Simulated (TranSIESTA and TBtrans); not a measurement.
Junction: Si chain with one bond stretched by 0.3 Å. Leads: straight Si chain, spacing 2.25 Å. Geometry: as built, not relaxed.

TranSIESTA and TBtrans, PBE, DZP numerical orbitals (energy shift 0.15 eV), PseudoDojo norm-conserving scalar-relativistic potentials, mesh cutoff 200 Ry, 300 K, no spin polarisation, no spin-orbit coupling; self-consistent non-equilibrium Green functions.

Energies count from the leads' Fermi level. Transmissions are for one spin of a degenerate pair. The energy step is 0.01 eV; narrower resonances are cut or missed.

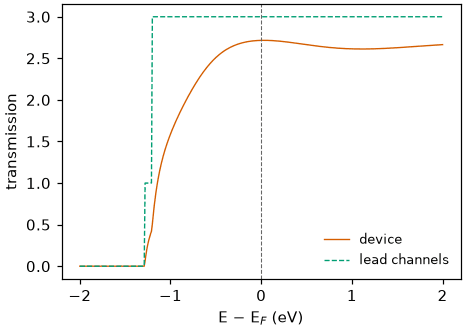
Figure. Transmission against energy

| E (eV) | T | lead channels |
|---|---|---|
| -2.00 | 0 | 0 |
| -1.80 | 0 | 0 |
| -1.60 | 0 | 0 |
| -1.40 | 0 | 0 |
| -1.20 | 0.51 | band edge |
| -1.00 | 1.59 | 3 |
| -0.80 | 2.05 | 3 |
| -0.60 | 2.39 | 3 |
| -0.40 | 2.59 | 3 |
| -0.20 | 2.69 | 3 |
| 0.00 | 2.72 | 3 |
| 0.20 | 2.71 | 3 |
| 0.40 | 2.68 | 3 |
| 0.60 | 2.65 | 3 |
| 0.80 | 2.63 | 3 |
| 1.00 | 2.61 | 3 |
| 1.20 | 2.61 | 3 |
| 1.40 | 2.62 | 3 |
| 1.60 | 2.63 | 3 |
| 1.80 | 2.65 | 3 |
| 2.00 | 2.66 | 3 |

The straight chain is held at its spacing; free chains may zigzag or dimerise. No spin-polarised start was tried, so a magnetic state, if there is one, is missed.
